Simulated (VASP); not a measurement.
# GaN with AM05: from relaxation to properties, part 6 of 8

Aim: relax GaN with AM05, compute its properties on that cell and hold them against experiment. The start is a cell from a database of measured crystal structures.

VASP 6.6.1, plane waves and PAW; the level of theory is named at each step.

So far, gap on the k-mesh (eV): 2.02 in steps 2, 3 and 6. The relaxed cell has a = 3.180, c = 5.177 Å (conventional setting).

The database entry behind the starting cell differs from later determinations by our own check (thin film, about 0.3 % long), so it need not match the best structure at ambient conditions.

**9. Optical spectrum (AM05)**

Level of this step: AM05; plane waves and PAW (Ga_d, N) (VASP).

LOPTICS sums transitions from filled to empty bands. The mesh is finer than in the run before. NBANDS is raised for it.

Input file INCAR:

```
SYSTEM = GaN
PREC = Accurate
ENCUT = 520
EDIFF = 1E-06
NELM = 100
ISMEAR = 0
SIGMA = 0.05
LREAL = .FALSE.
ALGO = Normal
GGA = AM
NBANDS = 50
LORBIT = 11
LWAVE = .FALSE.
LCHARG = .FALSE.
KPAR = 4
LOPTICS = .TRUE.
NEDOS = 1500
CSHIFT = 0.1
```

Input file POSCAR:

```
GaN
1.0
    3.1804015281      0.0000000000      0.0000000000
   -1.5902007640      2.7543085176      0.0000000000
    0.0000000000      0.0000000000      5.1773553217
Ga N
2 2
Direct
    0.6666666667      0.3333333333      0.5915912693
    0.3333333333      0.6666666667      0.0915912693
    0.6666666667      0.3333333333      0.9684087307
    0.3333333333      0.6666666667      0.4684087307
```

Input file KPOINTS:

```
Automatic mesh
0
Gamma
12 12 7
0 0 0
```

Potentials, in the order of the species: Ga_d and N (PBE family, release 64).

The run is started by

```
> mpirun -np 4 vasp_std
```

The program printed:

```text
[... set-up lines as in an earlier step ...]
 entering main loop
       N       E                     dE             d eps       ncg     rms          rms(c)
DAV:   1     0.304916734243E+03    0.30492E+03   -0.13366E+04 10720   0.135E+03
DAV:   2     0.137974744719E+02   -0.29112E+03   -0.25281E+03  7640   0.360E+02
DAV:   3    -0.277994413827E+02   -0.41597E+02   -0.40596E+02  8938   0.934E+01
DAV:   4    -0.289244742563E+02   -0.11250E+01   -0.11232E+01  8786   0.161E+01
DAV:   5    -0.289350942728E+02   -0.10620E-01   -0.10619E-01  9078   0.157E+00    0.102E+01
DAV:   6    -0.253946570756E+02    0.35404E+01   -0.22137E+00 12298   0.248E+01    0.334E+00
DAV:   7    -0.254203832487E+02   -0.25726E-01   -0.80211E-01  8454   0.394E+00    0.265E+00
DAV:   8    -0.254113053419E+02    0.90779E-02   -0.11982E-01  9360   0.170E+00    0.184E+00
DAV:   9    -0.253876481963E+02    0.23657E-01   -0.19567E-02  9840   0.138E+00    0.445E-01
DAV:  10    -0.253885671804E+02   -0.91898E-03   -0.65538E-03  8570   0.377E-01    0.232E-01
DAV:  11    -0.253884872325E+02    0.79948E-04   -0.24641E-04  9670   0.245E-01    0.112E-01
DAV:  12    -0.253884767146E+02    0.10518E-04   -0.41379E-05  8920   0.291E-02    0.607E-02
DAV:  13    -0.253884752631E+02    0.14515E-05   -0.98478E-06  8856   0.268E-02    0.169E-02
DAV:  14    -0.253884751443E+02    0.11880E-06   -0.90688E-07  7850   0.546E-03
   1 F= -.25388475E+02 E0= -.25388475E+02  d E =-.818724E-12
 optical routines
 imaginary and real dielectric function
 recalculating local potential from charge density
 direction            1
 direction            2
 direction            3
```

Run time: 69 s. Hardware: 4 MPI ranks of AMD EPYC 7R43, shared host; peak memory 1.4 GiB; 3.6 min of CPU time.

OUTCAR, selected parts (step 9):

```text
   k-points           NKPTS =     76   k-points in BZ     NKDIM =     76   number of bands    NBANDS=     50

   NELECT =      36.0000    total number of electrons

 E-fermi :   5.5223

 k-point     1 :       0.0000    0.0000    0.0000
  band No.  band energies     occupation
    ...
     14       4.2561      2.00000
     15       4.2561      2.00000
     16       5.2729      2.00000
     17       5.3099      2.00000
     18       5.3099      2.00000
     19       7.3252      0.00000
     20       9.5950      0.00000
     21      14.5193      0.00000
     22      15.1691      0.00000
     23      15.1691      0.00000
    ...

  Total       -0.0219013     -0.0219013      0.0308769     -0.0000000      0.0000000      0.0000000
  in kB       -0.7737096     -0.7737096      1.0907932     -0.0000000      0.0000000      0.0000000
  external PRESSURE =      -0.1522086 kB  Pullay stress =       0.0000000 kB

 POSITION                                       TOTAL-FORCE (eV/Angst)
 -----------------------------------------------------------------------------------
      1.59020      0.91810      3.06288         0.000000      0.000000     -0.000673
     -0.00000      1.83621      0.47420        -0.000000     -0.000000     -0.000673
      1.59020      0.91810      5.01380        -0.000000     -0.000000      0.000673
     -0.00000      1.83621      2.42512         0.000000      0.000000      0.000673
 -----------------------------------------------------------------------------------
    total drift:                               -0.000001     -0.000002      0.001299

  FREE ENERGIE OF THE ION-ELECTRON SYSTEM (eV)
  ---------------------------------------------------
  free  energy   TOTEN  =       -25.3884751443 eV

  energy  without entropy=      -25.3884751443  energy(sigma->0) =      -25.38847514

 plasma frequency squared (from intraband transitions) (eV^2)
  --------------------------------------------------------------------------------------
       0.000       0.000       0.000
       0.000       0.000       0.000
       0.000       0.000       0.000

[... 9 parts as in an earlier step ...]

[... 7 further parts left out ...]
```

These are independent-particle spectra without excitons or local fields, and fine structure depends on the mesh and on CSHIFT.

Numbers from this step:

```
SCF cycles           : 14
bands                : 50
irreducible k-points : 76
Fermi energy         : 5.522 eV
pressure             : -0.01522 GPa
```

The imaginary dielectric function has structure finer than the step of the table below, so its rows give means over 1 eV, whole bins alone (the curve runs from 0 to 25.0 eV). Peaks (eV: height): xx 3.1: 1.95, 4.0: 2.27, 7.1: 7.40, 8.0: 8.58, 8.7: 7.42, 11.2: 6.84; zz 3.8: 2.80, 4.8: 3.61, 5.9: 10.3, 6.7: 9.08, 8.1: 8.28, 9.7: 6.40, 10.7: 9.21.

Table of imaginary dielectric function by photon energy; means over each step:

```csv
photon energy (eV),xx,zz
1,0.0372,0.0396
2,0.383,0.395
3,1.24,1.38
4,1.52,1.78
5,2.73,2.77
6,6.10,7.58
7,6.75,7.37
8,7.22,6.55
9,6.46,4.34
10,5.25,5.41
11,6.27,7.77
12,4.75,4.64
13,2.49,2.02
14,1.80,1.67
15,1.26,1.45
16,0.864,0.915
17,0.822,0.701
18,0.742,0.675
19,0.602,0.569
20,0.520,0.584
21,0.527,0.556
22,0.400,0.417
23,0.513,0.483
24,0.404,0.472
```

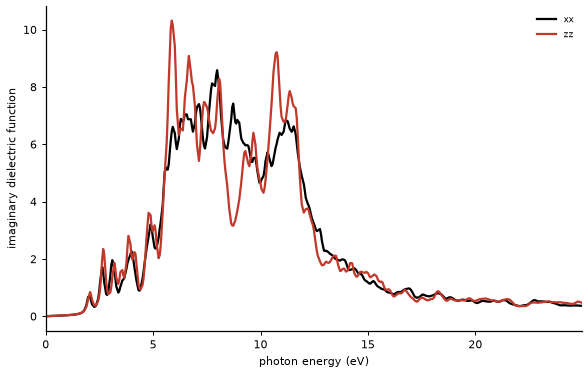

Imaginary dielectric function, plotted against photon energy.

The real dielectric function by photon energy:

```csv
photon energy (eV),xx,zz
0,5.80,5.96
1,5.95,6.13
2,6.50,6.86
3,7.13,6.97
4,6.53,6.44
5,7.26,7.61
6,6.70,4.82
7,5.14,1.98
8,2.32,2.43
9,0.826,3.10
10,0.890,1.42
11,0.308,-0.925
12,-2.89,-3.40
13,-2.15,-1.86
14,-1.67,-1.25
15,-1.21,-1.13
16,-0.753,-0.972
17,-0.580,-0.639
18,-0.188,-0.0773
19,-0.200,-0.103
20,-0.0158,0.0825
21,0.122,0.111
22,0.201,0.160
23,0.290,0.340
24,0.283,0.312
```

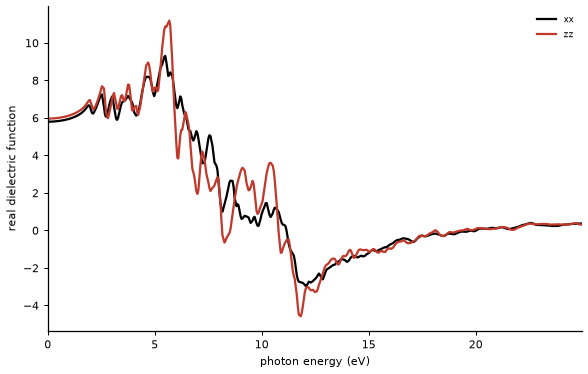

Real dielectric function against photon energy.

Its static limit, 5.85, stands beside 5.72 from the response with local fields; local fields, the finite band count and the meshes make the difference. The mean of ε2 over directions passes 5 % of its top at 1.92 eV, against a least direct gap of 2.02 eV on this mesh; what lies under the gap is the tail of the broadening by CSHIFT.

**10. Core levels (AM05)**

Core levels shift with the potential at each site, so they tell like atoms on unlike sites apart.

INCAR: that of step 9 with these lines changed.

```diff
@@ -10,3 +10,3 @@
 GGA = AM
-NBANDS = 50
+NBANDS = 24
 LORBIT = 11
@@ -15,4 +15,2 @@
 KPAR = 4
-LOPTICS = .TRUE.
-NEDOS = 1500
-CSHIFT = 0.1
+ICORELEVEL = 1
```

POSCAR is that of step 9.

Input file KPOINTS:

```
Automatic mesh
0
Gamma
8 8 5
0 0 0
```

The run is started by

```
> mpirun -np 4 vasp_std
```

The program printed:

```text
[... set-up lines as in an earlier step ...]
 entering main loop
       N       E                     dE             d eps       ncg     rms          rms(c)
[... 15 cycles as in an earlier step ...]
   1 F= -.25387999E+02 E0= -.25387999E+02  d E =-.199961E-18
```

The job ended after 21 s (4 MPI ranks; peak memory 0.54 GiB).

From OUTCAR (step 10):

```text
   NELECT =      36.0000    total number of electrons

 the core state eigenenergies are
   1-  1s -10217.0111  2s  -1250.4264  2p  -1086.8824  3s   -136.6748  3p    -87.4182

   2-  1s -10217.0111  2s  -1250.4264  2p  -1086.8824  3s   -136.6748  3p    -87.4182

   3-  1s   -370.3771
   4-  1s   -370.3771

 E-fermi :   5.6032

[... 20 parts as in an earlier step ...]

[... 1 further part left out ...]
```

These are scalar-relativistic Kohn-Sham levels of the ground state, with no core hole, so they are not binding energies.

Numbers from this step:

```
SCF cycles                     : 15
bands                          : 24
irreducible k-points           : 30
Fermi energy                   : 5.603 eV
pressure                       : -0.01859 GPa
gap on the k-mesh              : 2.016 eV
least direct gap on the k-mesh : 2.016 eV
```

Kohn-Sham core levels. Core levels, by row:

```csv
atom,shell,level below the valence-band top (eV)
Ga1,1s,10222
Ga1,2s,1256
Ga1,2p,1092
Ga1,3s,142
Ga1,3p,92.73
Ga2,1s,10222
Ga2,2s,1256
Ga2,2p,1092
Ga2,3s,142
Ga2,3p,92.73
N3,1s,375.7
N4,1s,375.7
```

Atoms of one element give levels within 0.1 eV of each other.

**11. Band structure (AM05 + SOC)**

This step: AM05, spin-orbit coupling; plane waves and PAW (Ga_d, N) (VASP 6.6.1).

The mesh alone shows little of the dispersion and can miss band extrema, so KPOINTS_OPT adds a path through the symmetry points after the self-consistent cycle. Spin-orbit coupling needs spinors and the noncollinear program, where each band holds one electron.

INCAR: that of step 10 with these lines changed.

```diff
@@ -10,3 +10,8 @@
 GGA = AM
-NBANDS = 24
+LNONCOLLINEAR = .TRUE.
+MAGMOM = 0 0 0 0 0 0 0 0 0 0 0 0
+NBANDS = 48
+GGA_COMPAT = .FALSE.
+LASPH = .TRUE.
+LSORBIT = .TRUE.
 LORBIT = 11
@@ -15,2 +20 @@
 KPAR = 4
-ICORELEVEL = 1
```

POSCAR is that of step 10.

Input file KPOINTS:

```
Automatic mesh
0
Gamma
7 7 4
0 0 0
```

Input file KPOINTS_OPT:

```
Line mode
16
Line-mode
Reciprocal
  0.00000000   0.00000000   0.00000000 GAMMA
  0.50000000   0.00000000   0.00000000 M

  0.50000000   0.00000000   0.00000000 M
  0.33333333   0.33333333   0.00000000 K

  0.33333333   0.33333333   0.00000000 K
  0.00000000   0.00000000   0.00000000 GAMMA

  0.00000000   0.00000000   0.00000000 GAMMA
  0.00000000   0.00000000   0.50000000 A

  0.00000000   0.00000000   0.50000000 A
  0.50000000   0.00000000   0.50000000 L

  0.50000000   0.00000000   0.50000000 L
  0.33333333   0.33333333   0.50000000 H

  0.33333333   0.33333333   0.50000000 H
  0.00000000   0.00000000   0.50000000 A

  0.50000000   0.00000000   0.50000000 L
  0.50000000   0.00000000   0.00000000 M

  0.33333333   0.33333333   0.00000000 K
  0.33333333   0.33333333   0.50000000 H
```

The run is started by

```
> mpirun -np 4 vasp_ncl
```

The program printed:

```text
[... set-up lines as in an earlier step ...]
 entering main loop
       N       E                     dE             d eps       ncg     rms          rms(c)
DAV:   1     0.402775453307E+03    0.40278E+03   -0.16085E+04  3544   0.282E+03
DAV:   2     0.539703695818E+02   -0.34881E+03   -0.32576E+03  3088   0.725E+02
DAV:   3    -0.226137799734E+02   -0.76584E+02   -0.74436E+02  3560   0.221E+02
DAV:   4    -0.287769607643E+02   -0.61632E+01   -0.61037E+01  3968   0.653E+01
DAV:   5    -0.289381025325E+02   -0.16114E+00   -0.16096E+00  3624   0.113E+01    0.102E+01
DAV:   6    -0.253126987871E+02    0.36254E+01   -0.89891E+00  5488   0.517E+01    0.299E+00
DAV:   7    -0.254283810283E+02   -0.11568E+00   -0.18377E+00  3296   0.979E+00    0.267E+00
DAV:   8    -0.254222400101E+02    0.61410E-02   -0.24446E-01  4448   0.806E+00    0.933E-01
DAV:   9    -0.253954841766E+02    0.26756E-01   -0.96359E-02  4632   0.577E+00    0.250E-01
DAV:  10    -0.253966343027E+02   -0.11501E-02   -0.88391E-03  3616   0.879E-01    0.933E-02
DAV:  11    -0.253967342622E+02   -0.99960E-04   -0.93287E-04  4168   0.494E-01    0.401E-02
DAV:  12    -0.253967476005E+02   -0.13338E-04   -0.13950E-04  4168   0.969E-02    0.194E-02
DAV:  13    -0.253967457990E+02    0.18016E-05   -0.25480E-05  4008   0.104E-01    0.695E-03
DAV:  14    -0.253967468396E+02   -0.10407E-05   -0.63970E-06  3320   0.324E-02    0.229E-03
DAV:  15    -0.253967469355E+02   -0.95894E-07   -0.18171E-06  2968   0.189E-02
   1 F= -.25396747E+02 E0= -.25396747E+02  d E =-.115110E-11  mag=     0.0000    -0.0000     0.0000
 Start KPOINTS_OPT (optional k-point list driver)
k-point batch [1-32\144]
       N       E                     dE             ncg
DAV:   1     0.792284635425E+04   -0.24019E+05     3600
DAV:   2    -0.296935046462E+04   -0.10892E+05     3112
DAV:   3    -0.520569714134E+04   -0.22363E+04     3512
DAV:   4    -0.536568813314E+04   -0.15999E+03     3816
DAV:   5    -0.537087109421E+04   -0.51830E+01     3800
DAV:   6    -0.537101560463E+04   -0.14451E+00     4056
DAV:   7    -0.537102034568E+04   -0.47410E-02     4272
DAV:   8    -0.537102039602E+04   -0.50345E-04     3992
DAV:   9    -0.537102039676E+04   -0.73501E-06     2480
[...]
k-point batch [129-144\144]
       N       E                     dE             ncg
DAV:   1     0.258187748738E+05   -0.20405E+05     1800
DAV:   2     0.203920439539E+05   -0.54267E+04     1536
DAV:   3     0.193031888357E+05   -0.10889E+04     1712
DAV:   4     0.192244734668E+05   -0.78715E+02     1984
DAV:   5     0.192225283947E+05   -0.19451E+01     1712
DAV:   6     0.192224591500E+05   -0.69245E-01     2248
DAV:   7     0.192224574748E+05   -0.16752E-02     1920
DAV:   8     0.192224574573E+05   -0.17506E-04     2184
DAV:   9     0.192224574570E+05   -0.23841E-06     1120
```

It took 3.1 min on 4 MPI ranks; peak memory 1.4 GiB.

OUTCAR, selected parts (step 11):

```text
   k-points           NKPTS =     32   k-points in BZ     NKDIM =     32   number of bands    NBANDS=     48

   NELECT =      36.0000    total number of electrons

 E-fermi :   5.5331

 k-point     1 :       0.0000    0.0000    0.0000
  band No.  band energies     occupation
    ...
     32       5.2742      1.00000
     33       5.3105      1.00000
     34       5.3105      1.00000
     35       5.3150      1.00000
     36       5.3150      1.00000
     37       7.3268      0.00000
     38       7.3268      0.00000
     39       9.5964      0.00000
     40       9.5964      0.00000
     41      14.5205      0.00000
    ...

  Total        0.0083061      0.0083061      0.0499267      0.0000000      0.0000000      0.0000000
  in kB        0.2934292      0.2934292      1.7637674      0.0000000      0.0000000      0.0000000
  external PRESSURE =       0.7835419 kB  Pullay stress =       0.0000000 kB

 POSITION                                       TOTAL-FORCE (eV/Angst)
 -----------------------------------------------------------------------------------
      1.59020      0.91810      3.06288        -0.000000     -0.000000     -0.000038
     -0.00000      1.83621      0.47420         0.000000      0.000000     -0.000038
      1.59020      0.91810      5.01380        -0.000000      0.000000      0.000038
     -0.00000      1.83621      2.42512         0.000000     -0.000000      0.000038
 -----------------------------------------------------------------------------------
    total drift:                               -0.000000     -0.000000      0.001365

  FREE ENERGIE OF THE ION-ELECTRON SYSTEM (eV)
  ---------------------------------------------------
  free  energy   TOTEN  =       -25.3967469355 eV

  energy  without entropy=      -25.3967469355  energy(sigma->0) =      -25.39674694

 Spin-Orbit-Coupling matrix elements
 Ion:    1  E_soc:     -0.0108718
 Ion:    2  E_soc:     -0.0108718
 Ion:    3  E_soc:     -0.0000933
 Ion:    4  E_soc:     -0.0000933

 magnetization (x)
# of ion       s       p       d       tot
------------------------------------------
    1       -0.000   0.000   0.000   0.000
    2        0.000  -0.000   0.000  -0.000
    3        0.000   0.000   0.000   0.000
    4        0.000  -0.000   0.000  -0.000
--------------------------------------------------
tot          0.000   0.000   0.000   0.000

 magnetization (y)
# of ion       s       p       d       tot
------------------------------------------
    1        0.000  -0.000   0.000  -0.000
    2        0.000   0.000   0.000   0.000
    3        0.000  -0.000   0.000  -0.000
    4        0.000   0.000   0.000   0.000
--------------------------------------------------
tot          0.000  -0.000   0.000  -0.000

 magnetization (z)
# of ion       s       p       d       tot
------------------------------------------
    1        0.000  -0.000   0.000  -0.000
    2       -0.000  -0.000   0.000  -0.000
    3        0.000   0.000   0.000   0.000
    4        0.000   0.000   0.000   0.000
--------------------------------------------------
tot          0.000   0.000   0.000   0.000

[... 7 parts as in an earlier step ...]

[... 9 further parts left out ...]
```

This step gave:

| Item | Value |
| --- | --- |
| bands | 48 |
| irreducible k-points | 32 |
| free energy (TOTEN) | -25.40 eV |
| Fermi energy | 5.533 eV |
| pressure | 0.07835 GPa |
| least gap on mesh and path | 2.012 eV |
| least direct gap on mesh and path | 2.012 eV |

On-site spin-orbit energy by atom:

```csv
atom,on-site spin-orbit energy (eV)
Ga1,-0.0109
Ga2,-0.0109
N3,-0.0001
N4,-0.0001
```

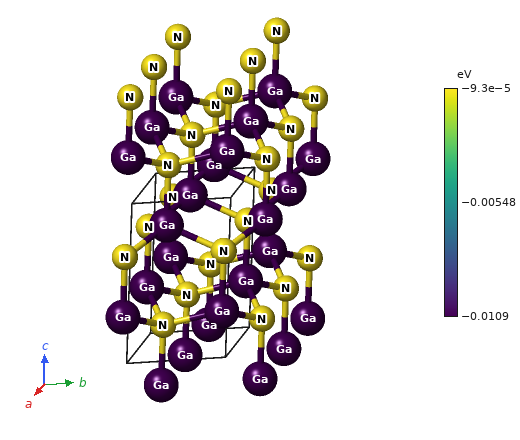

Atoms coloured by on-site spin-orbit energy. 3×2×2 cells are drawn.

The electronic bands at the labelled points (eV, zero at the valence-band top; v1 is the highest filled band, c1 the lowest empty one):

```csv
point,v4,v3,v2,v1,c1,c2,c3,c4
Γ,0.00,0.00,0.00,0.00,2.01,2.01,4.28,4.28
M,-2.25,-2.25,-1.02,-1.02,5.02,5.02,5.59,5.59
K,-3.03,-3.01,-2.77,-2.77,5.09,5.09,7.84,7.85
Γ,0.00,0.00,0.00,0.00,2.01,2.01,4.28,4.28
A,-0.53,-0.53,-0.53,-0.53,4.31,4.31,4.31,4.31
L,-1.92,-1.92,-1.92,-1.92,4.39,4.39,4.39,4.39
H,-1.50,-1.50,-1.50,-1.50,6.41,6.41,6.43,6.43
A,-0.53,-0.53,-0.53,-0.53,4.31,4.31,4.31,4.31
jump to L,-1.92,-1.92,-1.92,-1.92,4.39,4.39,4.39,4.39
M,-2.25,-2.25,-1.02,-1.02,5.02,5.02,5.59,5.59
jump to K,-3.03,-3.01,-2.77,-2.77,5.09,5.09,7.84,7.85
H,-1.50,-1.50,-1.50,-1.50,6.41,6.41,6.43,6.43
```

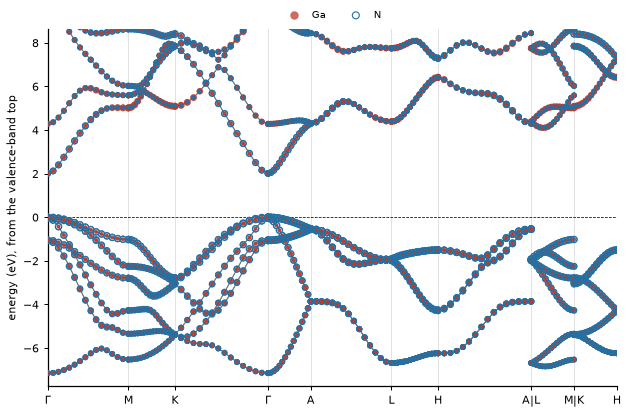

Electronic bands along the path; dots are coloured as in the legend, and their area grows with the weight.

The gap moves by -0.00 eV against AM05, which ran on another mesh.

(Part 6 of 8 ends here.)

[Lines on the potential files, build, host, timing and source positions are cut from VASP's logs without a mark.]

[Logs are printed without paths, hosts, clocks, repeated set-up lines and the standing remarks that a program may print on its own settings, such as how far it seeks lower states.]

[Hosts, paths, dates, database ids (printed as entryN), source tags and the programs' standing remarks are cut or masked in the printed files.]

[Measured values are set beside computed ones only where the two were judged alike; some that the calculation misses by far are left out.]
